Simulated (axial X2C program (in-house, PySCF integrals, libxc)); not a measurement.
## SnFe⁺: relativistic diatomic calculation

System: SnFe⁺. The reference is closed-shell SnFe; the roots are the vertical energies to take an electron from it, which leaves states of SnFe⁺. The distance is the PBE0 minimum at charge 0.
Method: EOM-IP-CCSD, two-component X2C with atomic mean-field Coulomb and Gaunt terms, Sn dyall-cv3z, Fe dyall-cv3z (cores contracted) (axial X2C program (in-house, PySCF integrals, libxc)).

**Input file**
```
{"zs": [50, 26], "q": 1, "bas": ["dyall-cv3z", "dyall-cv3z"], "r0": 2.56, "eom": "ip", "rq": 0, "thr": -1.0, "nmax": 95, "grid": [1, 0.96, 1.045, 0.92, 1.09, 1.15]}
```

The line is the task of a batch: nuclear charges, charge, bases, a first guess of the distance and further settings. This report covers the levels named above. The log is that of the reference distance 2.578 Å.

Launched within a batch (the task file carries these settings):
```bash
python <driver script> task.json out
```

**The program's output**
```
two-component X2C + atomic mean field  HF
basis functions 237  fitting functions 1248  grid points 5804
iter        total energy     max residual
   1      -7441.856952787     1.32e+00
   2      -7442.031352449     4.45e-02
   3      -7442.053404645     3.73e-01
   4      -7442.087585663     1.82e-01
   5      -7442.101192361     3.16e-02
   6      -7442.103840728     3.36e-02
   7      -7442.105347273     2.34e-02
   8      -7442.106288263     1.19e-02
   9      -7442.106845640     1.56e-02
  10      -7442.107044442     5.86e-03
  11      -7442.107157812     3.12e-03
  12      -7442.107233576     6.29e-03
  13      -7442.107266209     3.28e-03
  14      -7442.107274358     3.85e-04
  15      -7442.107276568     6.77e-04
  16      -7442.107278009     7.11e-04
  17      -7442.107279345     2.58e-04
  18      -7442.107280243     1.73e-04
  19      -7442.107280854     3.23e-04
  20      -7442.107281143     1.95e-04
  21      -7442.107281250     1.85e-05
  22      -7442.107281280     4.60e-05
  23      -7442.107281286     2.93e-05
  24      -7442.107281288     4.70e-06
  25      -7442.107281288     2.75e-06
  26      -7442.107281288     2.24e-06
  27      -7442.107281288     5.09e-07
converged
one-electron -10771.72281529  Coulomb 3285.32238597  exact exchange -218.68773444  xc functional 0.00000000  nuclear repulsion 266.84653770  atomic mean-field constant -3.86565523
correlated 12  virtual 312  natural virtual 94  E(MP2) -0.297483318  MP2 remainder -0.030219036
iter   CCSD correlation   residual
   1     -0.280780978   1.94e-01
   2     -0.295013049   1.29e-01
   3     -0.304044422   9.95e-02
   4     -0.310923097   7.90e-02
   5     -0.319226990   6.35e-02
   6     -0.325566320   4.85e-02
   7     -0.329020959   3.65e-02
   8     -0.333158048   2.99e-02
   9     -0.336064321   2.36e-02
  10     -0.339036756   1.77e-02
  11     -0.340364064   1.28e-02
  12     -0.341471715   9.55e-03
  13     -0.341852872   7.65e-03
  14     -0.342160245   6.38e-03
  15     -0.342418308   5.40e-03
  16     -0.342625905   4.34e-03
  17     -0.342841798   3.38e-03
  18     -0.342929404   2.68e-03
  19     -0.342982426   2.31e-03
  20     -0.342978092   2.06e-03
  21     -0.342954543   1.84e-03
  22     -0.342889473   1.63e-03
  23     -0.342818482   1.45e-03
  24     -0.342746663   1.29e-03
  25     -0.342706712   1.19e-03
  26     -0.342668973   1.11e-03
  27     -0.342630872   1.00e-03
  28     -0.342603565   8.51e-04
  29     -0.342588750   6.95e-04
  30     -0.342581043   5.88e-04
  31     -0.342583214   5.02e-04
  32     -0.342591503   4.45e-04
  33     -0.342607244   3.94e-04
  34     -0.342635147   3.41e-04
  35     -0.342663272   2.75e-04
  36     -0.342688720   2.20e-04
  37     -0.342703083   1.79e-04
  38     -0.342713383   1.50e-04
  39     -0.342723518   1.34e-04
  40     -0.342733966   1.12e-04
  41     -0.342742002   8.78e-05
  42     -0.342747880   7.44e-05
  43     -0.342751095   6.35e-05
  44     -0.342752640   5.77e-05
  45     -0.342753817   5.21e-05
  46     -0.342753814   4.67e-05
  47     -0.342753649   4.35e-05
  48     -0.342753110   3.86e-05
  49     -0.342753088   3.38e-05
  50     -0.342752985   3.03e-05
  51     -0.342752960   2.74e-05
  52     -0.342752892   2.50e-05
  53     -0.342752507   2.18e-05
  54     -0.342751908   1.86e-05
  55     -0.342751185   1.50e-05
  56     -0.342750547   1.20e-05
  57     -0.342749953   9.95e-06
  58     -0.342749518   7.76e-06
  59     -0.342749047   6.49e-06
  60     -0.342748658   5.13e-06
  61     -0.342748403   4.10e-06
  62     -0.342748126   3.46e-06
  63     -0.342747962   2.89e-06
  64     -0.342747853   2.62e-06
  65     -0.342747756   2.48e-06
  66     -0.342747679   2.36e-06
  67     -0.342747565   2.25e-06
  68     -0.342747513   2.08e-06
  69     -0.342747473   1.94e-06
  70     -0.342747469   1.75e-06
(T) -0.03842980557421246  T1 0.1134  D1 0.2505  max T2 0.253
EOM-IP-CCSD roots
2*Omega      energy/Eh   energy/eV  one-particle weight
    1       0.27389141      7.4530      0.003
    1       0.28313203      7.7044      0.010
    1       0.29781151      8.1039      0.810
    1       0.33357947      9.0772      0.010
    3       0.23168575      6.3045      0.917
    3       0.26660339      7.2546      0.008
    3       0.32384881      8.8124      0.001
    5       0.27627362      7.5178      0.019
```

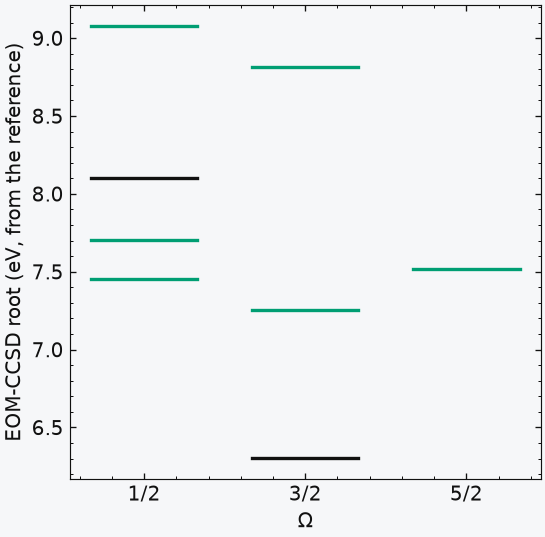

*EOM-CCSD roots by Ω at 2.58 Å; roots whose one-particle weight is under 0.8 have the second colour.*

The lowest has Ω = 3/2 and lies at 6.304 eV, with one-particle weight 0.92. 6 of the 8 roots are less well described at this level.

**Key numbers**

| quantity | value |
| --- | --- |
| outcome | converged |
| HF energy of the reference SnFe | −7442.10728 hartree |
| MP2 energy of the reference SnFe | −7442.40476 hartree |
| CCSD energy of the reference SnFe (with the MP2 share of the virtual spinors left out of the coupled-cluster step) | −7442.48025 hartree |
| CCSD(T) energy of the reference SnFe | −7442.51868 hartree |
| T1 diagnostic (spinor form; for a closed shell √2 times the usual value) | 0.113 |
| hardware | 1 thread of Arm Neoverse V1, 24 GiB of memory available, shared host |
| wall time | 23 s |
| peak memory | 0.81 GiB |
